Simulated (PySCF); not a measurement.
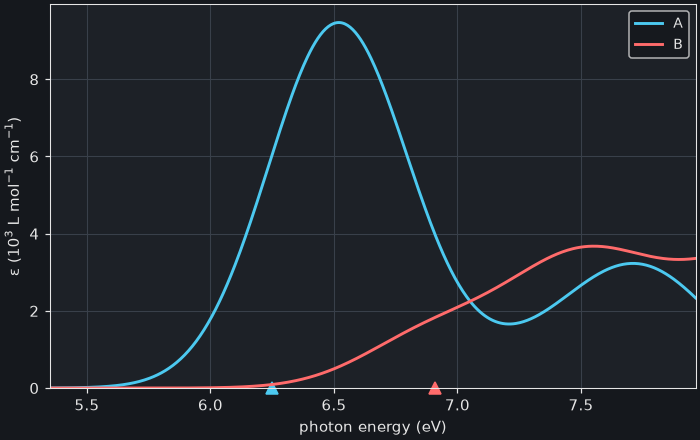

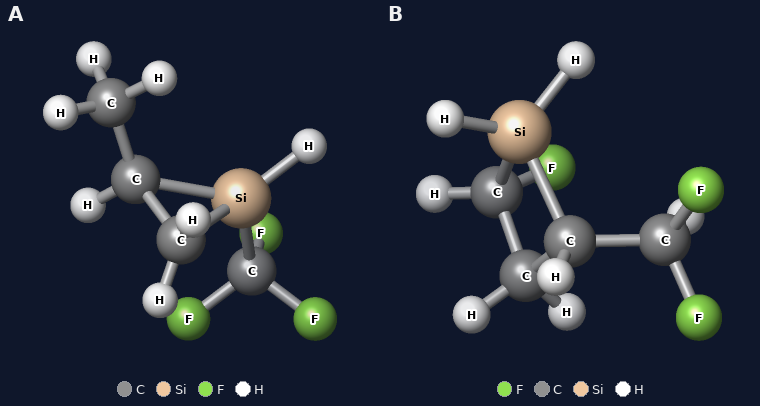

Related molecules: A is C₄H₇F₃Si, SMILES C[C@@H]1C[Si@H]1C(F)(F)F; B is C₄H₇F₃Si, SMILES FC(F)[C@@H]1C[C@H](F)[SiH2]1. Vertical TDDFT absorption, CAM-B3LYP/def2-SVPD with PySCF, at a GFN2-xTB geometry (no frequency check); Gaussians of 1/e half-width 0.40 eV, triangles mark S1, and the range ends where the computed states of one molecule run out.

### How does the lowest singlet move?

A: 6.25 eV (f = 0.001, mainly HOMO → LUMO+1 (78 %)); B: 6.91 eV (f = 0.034, mainly HOMO → LUMO (76 %)). From A to B it shifts 0.66 eV to the blue; the leading orbital pair differs.

### And the brightest state of each within the range drawn?

A: S2 at 6.52 eV, f = 0.23; B: S3 at 7.46 eV, f = 0.06.

Caveats, for all or some of the runs: core orbitals are frozen in the response; one conformer of a flexible molecule; the tight-binding geometry is rougher than a DFT one and adds to the error.
